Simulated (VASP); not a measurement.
# Driving VASP from ASE on LaAgSb2, part 3 of 4

Do ASE scripts that read LaAgSb2 from different structure formats give one answer, and do several routes find one equilibrium volume? All runs use LDA. Left out of this account: 1 further run (self-consistent run: a reference on another mesh). The start is a computed cell from the Materials Project.

VASP 6.6.1; LDA; plane waves and PAW (La, Ag, Sb).

Still holding for the runs below: The k-mesh is coarse for a metal.

So far. Step 3 (Total energy, forces and stress (LDA, through ASE), try …): The energy lies +5.82 meV an atom from the first script, on another mesh.

## 4. Relaxing cell and atoms (LDA, through ASE)

Properties are meant for the cell that this level of theory prefers, so cell and atoms are relaxed first (ISIF = 3) until forces and stress are small; EDIFFG sets the threshold.

The input, run.py:

```python
import numpy as np
from ase.calculators.vasp import Vasp
from ase import Atoms

atoms = Atoms(['La', 'La', 'Ag', 'Ag', 'Sb', 'Sb', 'Sb', 'Sb'],
              cell=[[4.40346175, 0.0, 0.0], [0.0, 4.40346175, 0.0], [0.0, 0.0, 11.06681976]],
              scaled_positions=[[0.0, 0.5, 0.262993], [0.5, 0.0, 0.737007], [0.0, 0.0, 0.0], [0.5, 0.5, 0.0], [0.0, 0.5, 0.83331236], [0.5, 0.0, 0.16668764], [0.0, 0.0, 0.5], [0.5, 0.5, 0.5]],
              pbc=True)

calc = Vasp(
    xc='lda',
    pp='LDA',
    prec='Accurate',
    encut=400,
    ediff=1e-06,
    nelm=100,
    ismear=-1,
    sigma=0.05,
    lreal=False,
    algo='Normal',
    nbands=40,
    lasph=True,
    lorbit=11,
    lwave=False,
    lcharg=False,
    kpar=8,
    ibrion=2,
    nsw=60,
    isif=3,
    ediffg=-0.01,
    pp_version='64',
    setups={'La': '', 'Ag': '', 'Sb': ''},
    kpts=(7, 7, 3),
    gamma=True,
    txt='vasp.out',
)
atoms.calc = calc

print("energy (eV):", round(atoms.get_potential_energy(), 6))
print("Fermi level (eV):", round(calc.get_fermi_level(), 4))
print("forces (eV/A):")
print(np.round(atoms.get_forces(), 4))
print("stress (GPa, Voigt, tension positive):", np.round(atoms.get_stress() * 160.21766, 3))
print("cell (A, degrees):", np.round(atoms.cell.cellpar(), 4))
print("volume (A^3):", round(atoms.get_volume(), 4))
print("positions:")
print(np.round(atoms.get_scaled_positions(), 5))
```

Potentials, in the order of the species: La, Ag and Sb (LDA family, release 64).

Started as:

```console
$ export ASE_VASP_COMMAND="mpirun -np 8 vasp_std"
$ python run.py
```

The log of the run:

```text
energy (eV): -44.23647
Fermi level (eV): 8.6462
forces (eV/A):
[[ 0.     -0.      0.0049]
 [-0.      0.     -0.0049]
 [ 0.      0.      0.    ]
 [-0.     -0.      0.    ]
 [-0.      0.     -0.0019]
 [ 0.     -0.      0.0019]
 [ 0.     -0.      0.    ]
 [ 0.      0.      0.    ]]
stress (GPa, Voigt, tension positive): [ 0.002  0.002 -0.03  -0.     0.    -0.   ]
cell (A, degrees): [ 4.3558  4.3558 10.4911 90.     90.     90.    ]
volume (A^3): 199.0485
positions:
[[0.      0.5     0.25872]
 [0.5     0.      0.74128]
 [0.      0.      0.     ]
 [0.5     0.5     0.     ]
 [0.      0.5     0.83059]
 [0.5     0.      0.16941]
 [0.      0.      0.5    ]
 [0.5     0.5     0.5    ]]
```

The job ended after 1.9 min (8 MPI ranks of Intel Xeon 6975P-C (Granite Rapids), shared host; peak memory 2.6 GiB).

ASE turned this into the INCAR:

```
ENCUT = 400.000000
SIGMA = 0.050000
EDIFF = 1.00e-06
EDIFFG = -1.00e-02
ALGO = Normal
PREC = Accurate
IBRION = 2
ISIF = 3
ISMEAR = -1
KPAR = 8
LORBIT = 11
NBANDS = 40
NELM = 100
NSW = 60
LASPH = .TRUE.
LCHARG = .FALSE.
LWAVE = .FALSE.
LREAL = .FALSE.
```

ASE turned this into the KPOINTS:

```
KPOINTS created by Atomic Simulation Environment
0
Gamma
7 7 3
0 0 0
```

VASP's own log, vasp.out:

```text
[banner, memory and clock lines left out]
running    8 mpi-ranks, on    1 nodes
 distrk:  each k-point on    1 cores,    8 groups
 distr:  one band on    1 cores,    1 groups

 POSCAR found type information on POSCAR LaAgSb
 POSCAR found :  3 types and       8 ions
 [... a notice as in an earlier step ...]

 LDA part: xc-table for (Slater(with rela. corr.)+CA(PZ))
 , standard interpolation
 POSCAR, INCAR and KPOINTS ok, starting setup
 FFT: planning ... GRIDC
 FFT: planning ... GRID_SOFT
 FFT: planning ... GRID
 WAVECAR not read
 entering main loop
       N       E                     dE             d eps       ncg     rms          rms(c)
DAV:   1     0.548065110975E+03    0.54807E+03   -0.19804E+04  1600   0.155E+03
DAV:   2     0.824356138075E+02   -0.46563E+03   -0.42997E+03  1944   0.324E+02
DAV:   3    -0.233027083590E+02   -0.10574E+03   -0.10053E+03  2296   0.160E+02
DAV:   4    -0.439303626056E+02   -0.20628E+02   -0.19205E+02  3024   0.648E+01
DAV:   5    -0.457307393978E+02   -0.18004E+01   -0.17731E+01  2808   0.204E+01    0.104E+01
DAV:   6    -0.440442582655E+02    0.16865E+01   -0.23963E+01  2792   0.349E+01    0.889E+00
DAV:   7    -0.440505095149E+02   -0.62512E-02   -0.33641E+00  2584   0.128E+01    0.491E+00
DAV:   8    -0.440007667628E+02    0.49743E-01   -0.74261E-01  2744   0.516E+00    0.162E+00
DAV:   9    -0.439867501246E+02    0.14017E-01   -0.88699E-02  2600   0.223E+00    0.248E-01
DAV:  10    -0.439862591523E+02    0.49097E-03   -0.15007E-02  2912   0.744E-01    0.132E-01
DAV:  11    -0.439863210807E+02   -0.61928E-04   -0.10115E-03  2568   0.178E-01    0.432E-02
DAV:  12    -0.439863259143E+02   -0.48336E-05   -0.22336E-04  2840   0.100E-01    0.161E-02
DAV:  13    -0.439863275937E+02   -0.16793E-05   -0.22633E-05  2432   0.260E-02    0.571E-03
DAV:  14    -0.439863276018E+02   -0.80981E-08   -0.26283E-06  1576   0.121E-02
   1 F= -.43986328E+02 E0= -.43975855E+02  d E =-.439863E+02
 curvature:   0.00 expect dE= 0.000E+00 dE for cont linesearch  0.000E+00
 trial: gam= 0.00000 g(F)=  0.382E-02 g(S)=  0.744E+00 ort = 0.000E+00 (trialstep = 0.100E+01)
 search vector abs. value=  0.748E+00
 bond charge predicted
       N       E                     dE             d eps       ncg     rms          rms(c)
DAV:   1    -0.510823015444E+02   -0.70960E+01   -0.15029E+02  2056   0.867E+01    0.171E+01
DAV:   2    -0.450395436862E+02    0.60428E+01   -0.36184E+01  2504   0.607E+01    0.685E+00
DAV:   3    -0.443426501701E+02    0.69689E+00   -0.35651E+00  2512   0.165E+01    0.285E+00
DAV:   4    -0.441079737012E+02    0.23468E+00   -0.17563E+00  2648   0.794E+00    0.129E+00
DAV:   5    -0.440901595261E+02    0.17814E-01   -0.29757E-01  2704   0.432E+00    0.772E-01
DAV:   6    -0.440924639270E+02   -0.23044E-02   -0.50221E-02  2792   0.130E+00    0.368E-01
DAV:   7    -0.440918393963E+02    0.62453E-03   -0.15779E-02  2816   0.886E-01    0.175E-01
DAV:   8    -0.440921231101E+02   -0.28371E-03   -0.24715E-03  2656   0.290E-01    0.605E-02
DAV:   9    -0.440921505121E+02   -0.27402E-04   -0.33956E-04  2856   0.126E-01    0.596E-02
DAV:  10    -0.440921447465E+02    0.57656E-05   -0.38256E-05  2640   0.394E-02    0.196E-02
DAV:  11    -0.440921435029E+02    0.12436E-05   -0.13023E-05  2424   0.201E-02    0.681E-03
DAV:  12    -0.440921433338E+02    0.16906E-06   -0.11573E-06  1304   0.111E-02
   2 F= -.44092143E+02 E0= -.44085396E+02  d E =-.105816E+00
[... from here on, the cycles between the ionic steps are left out ...]
   3 F= -.44217993E+02 E0= -.44209678E+02  d E =-.231666E+00
   4 F= -.44217944E+02 E0= -.44209674E+02  d E =-.231617E+00
   5 F= -.44231336E+02 E0= -.44221954E+02  d E =-.133920E-01
   6 F= -.44246240E+02 E0= -.44233441E+02  d E =-.282957E-01
   7 F= -.44248104E+02 E0= -.44234968E+02  d E =-.186389E-02
   8 F= -.44248338E+02 E0= -.44235288E+02  d E =-.209814E-02
   9 F= -.44249151E+02 E0= -.44236376E+02  d E =-.812700E-03
 trial-energy change:   -0.000813  1 .order   -0.000851   -0.002918    0.001216
 step:   0.9718(harm=  0.9884)  dis= 0.00598  next Energy=   -44.249338 (dE=-0.100E-02)
 bond charge predicted
       N       E                     dE             d eps       ncg     rms          rms(c)
DAV:   1    -0.442500620242E+02   -0.91082E-03   -0.58442E-02  2384   0.164E+00    0.195E-01
DAV:   2    -0.442494319624E+02    0.63006E-03   -0.49851E-03  2424   0.561E-01    0.740E-02
DAV:   3    -0.442493649869E+02    0.66976E-04   -0.43800E-04  2840   0.154E-01    0.425E-02
DAV:   4    -0.442493393800E+02    0.25607E-04   -0.79289E-05  2792   0.550E-02    0.130E-02
DAV:   5    -0.442493366531E+02    0.27269E-05   -0.16480E-05  2520   0.289E-02    0.974E-03
DAV:   6    -0.442493367737E+02   -0.12062E-06   -0.30001E-06  1696   0.140E-02
  10 F= -.44249337E+02 E0= -.44236470E+02  d E =-.998807E-03
 curvature:  -0.78 expect dE=-0.852E-05 dE for cont linesearch -0.123E-06
 trial: gam= 0.01771 g(F)=  0.265E-05 g(S)=  0.823E-05 ort =-0.228E-04 (trialstep = 0.131E+01)
 search vector abs. value=  0.111E-04
 reached required accuracy - stopping structural energy minimisation
```

OUTCAR, selected parts (step 4):

```text
 Found     20 irreducible k-points:

   NELECT =      64.0000    total number of electrons

 E-fermi :   8.6462

 k-point     1 :       0.0000    0.0000    0.0000
  band No.  band energies     occupation
    ...
     26       5.7806      2.00000
     27       7.2785      2.00000
     28       7.2785      2.00000
     29       7.4472      2.00000
     30       8.0825      1.99997
     31       8.9860      0.00223
     32       9.0800      0.00034
     33       9.0800      0.00034
     34      10.1024      0.00000
     35      10.5559      0.00000
    ...

 k-point     2 :       0.1429    0.0000    0.0000
  band No.  band energies     occupation
    ...
     28       7.2878      2.00000
     29       7.3475      2.00000
     30       8.3629      1.99309
     31       8.5404      1.78475
     32       8.6978      0.52473
     33       9.4739      0.00000
     34      10.0124      0.00000
     35      10.3894      0.00000
     36      10.4973      0.00000
     37      10.5856      0.00000
    ...

  Total       -0.0023265     -0.0023265      0.0367885      0.0000000      0.0000000     -0.0000000
  in kB       -0.0187264     -0.0187264      0.2961173      0.0000000      0.0000000     -0.0000000
  external PRESSURE =       0.0862215 kB  Pullay stress =       0.0000000 kB

  energy-cutoff  :      400.00
  volume of cell :      199.05
      direct lattice vectors                 reciprocal lattice vectors
     4.355806182 -0.000000000  0.000000000     0.229578626  0.000000000 -0.000000000
     0.000000000  4.355806182  0.000000000    -0.000000000  0.229578626  0.000000000
     0.000000000 -0.000000000 10.491117153    -0.000000000  0.000000000  0.095318734

 POSITION                                       TOTAL-FORCE (eV/Angst)
 -----------------------------------------------------------------------------------
      0.00000      2.17790      2.71430         0.000000     -0.000000      0.004896
      2.17790      4.35581      7.77682        -0.000000      0.000000     -0.004896
      0.00000      0.00000      0.00000         0.000000      0.000000      0.000000
      2.17790      2.17790      0.00000        -0.000000     -0.000000      0.000000
      0.00000      2.17790      8.71380        -0.000000      0.000000     -0.001863
      2.17790      4.35581      1.77732         0.000000     -0.000000      0.001863
      0.00000     -0.00000      5.24556         0.000000     -0.000000      0.000000
      2.17790      2.17790      5.24556         0.000000      0.000000      0.000000
 -----------------------------------------------------------------------------------
    total drift:                                0.000000      0.000000      0.000000

  FREE ENERGIE OF THE ION-ELECTRON SYSTEM (eV)
  ---------------------------------------------------
  free  energy   TOTEN  =       -44.2493367737 eV

  energy  without entropy=      -44.2236031322  energy(sigma->0) =      -44.23646995

 reached required accuracy - stopping structural energy minimisation

 total charge
# of ion       s       p       d       f       tot
--------------------------------------------------
    1        2.026   5.629   0.780   0.160   8.595
    2        2.026   5.629   0.780   0.160   8.595
    3        0.427   0.377   9.138   0.000   9.943
    4        0.427   0.377   9.138   0.000   9.943
    5        1.136   1.364   0.036   0.000   2.536
    6        1.136   1.364   0.036   0.000   2.536
    7        1.181   1.256   0.036   0.000   2.473
    8        1.181   1.256   0.036   0.000   2.473
--------------------------------------------------
tot          9.540  17.254  19.980   0.320  47.094

[... 8 parts as in an earlier step ...]

[... 5 further parts left out ...]
```

CONTCAR:

```
La Ag Sb
   1.00000000000000
     4.3558061820212419   -0.0000000000000000    0.0000000000000000
     0.0000000000000000    4.3558061820212419    0.0000000000000000
     0.0000000000000000   -0.0000000000000000   10.4911171526774059
  La              Ag              Sb
     2     2     4
Direct
     0.0000000000000000    0.5000000000000000    0.2587237313756221
     0.5000000000000000    1.0000000000000000    0.7412762686243778
     0.0000000000000000    0.0000000000000000    0.0000000000000000
     0.5000000000000000    0.5000000000000000    0.0000000000000000
     0.0000000000000000    0.5000000000000000    0.8305881858901792
     0.5000000000000000    1.0000000000000000    0.1694118141098207
     0.0000000000000000    0.0000000000000000    0.5000000000000000
     0.5000000000000000    0.5000000000000000    0.5000000000000000
```

The run keeps the 16 symmetry operations of its start, so it cannot find a distortion of lower symmetry.

Step by step:

| step | energy less that of the first step (eV) | largest force (eV/Å) | pressure (GPa) | volume (Å³) |
| --- | --- | --- | --- | --- |
| 1 | 0.0000 | 0.1624 | -4.77 | 214.59 |
| 2 | -0.1058 | 0.4036 | 4.51 | 190.71 |
| 3 | -0.2317 | 0.1569 | 0.02 | 200.26 |
| 4 | -0.2316 | 0.1569 | 0.12 | 199.98 |
| 5 | -0.2450 | 0.1494 | 0.13 | 199.69 |
| 6 | -0.2599 | 0.1132 | 0.19 | 198.73 |
| 7 | -0.2618 | 0.0272 | -0.34 | 199.92 |
| 8 | -0.2620 | 0.0487 | -0.23 | 199.63 |
| 9 | -0.2628 | 0.0295 | 0.09 | 198.79 |
| 10 | -0.2630 | 0.0049 | 0.01 | 199.05 |

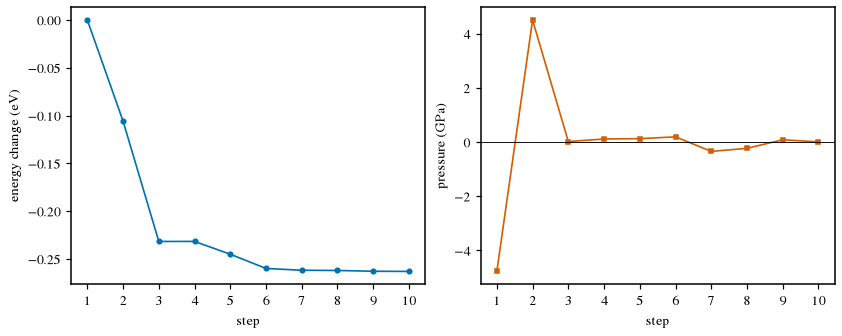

Energy and pressure along the relaxation.

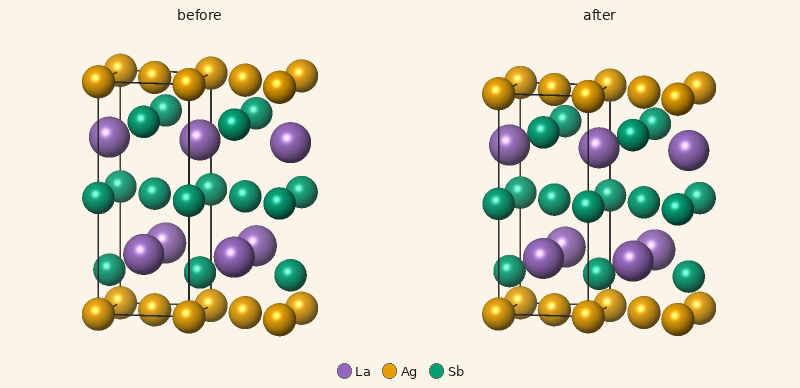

Before and after, at one scale.

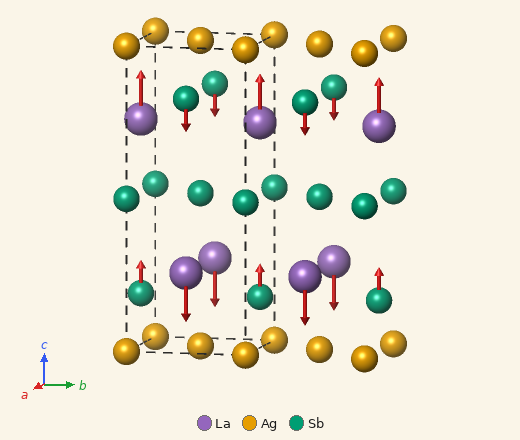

Displacements in the relaxation, exaggerated, measured against the changing cell; the longest in the cell stands for 0.04 Å. 1×2×1 cells are drawn. Some periodic images of atoms are drawn too.

| conventional cell, symmetrised | before | after | change |
| --- | --- | --- | --- |
| a (Å) | 4.403 | 4.356 | -1.1 % |
| b (Å) | 4.403 | 4.356 | -1.1 % |
| c (Å) | 11.067 | 10.491 | -5.2 % |
| volume (Å³/atom) | 26.82 | 24.88 | -7.2 % |

The atoms that moved most (Å, as changes of fractional coordinates times the final cell):

| atom | dx | dy | dz | length |
| --- | --- | --- | --- | --- |
| La1 | 0.000 | 0.000 | -0.045 | 0.045 |
| La2 | 0.000 | 0.000 | 0.045 | 0.045 |
| Sb5 | 0.000 | 0.000 | -0.029 | 0.029 |
| Sb6 | 0.000 | 0.000 | 0.029 | 0.029 |

Final coordinates:

```xyz
8
Lattice="4.3558 0.0000 0.0000 0.0000 4.3558 0.0000 0.0000 0.0000 10.4911" Properties=species:S:1:pos:R:3 pbc="T T T"
La    0.0000    2.1779    2.7143
La    2.1779    0.0000    7.7768
Ag    0.0000    0.0000    0.0000
Ag    2.1779    2.1779    0.0000
Sb    0.0000    2.1779    8.7138
Sb    2.1779    0.0000    1.7773
Sb    0.0000    0.0000    5.2456
Sb    2.1779    2.1779    5.2456
```

This step gave:

- irreducible k-points: 20
- free energy (TOTEN): -44.25 eV
- energy at zero smearing: -44.24 eV
- Fermi energy: 8.646 eV
- pressure: 0.008622 GPa
- SCF cycles over all ionic steps: 85

It ends with a largest force of 0.005 eV/Å and a pressure of 0.01 GPa.

[end of part 3 of 4]

[Lines on the potential files, build, host, timing and source positions are cut from VASP's logs without a mark.]

[Logs are printed without paths, hosts, clocks, repeated set-up lines and the standing remarks that a program may print on its own settings, such as how far it seeks lower states.]

[Hosts, paths, dates, database ids (printed as entryN), source tags and the programs' standing remarks are cut or masked in the printed files.]

[A measured line is paired with the nearest computed mode of its activity, which favours agreement.]
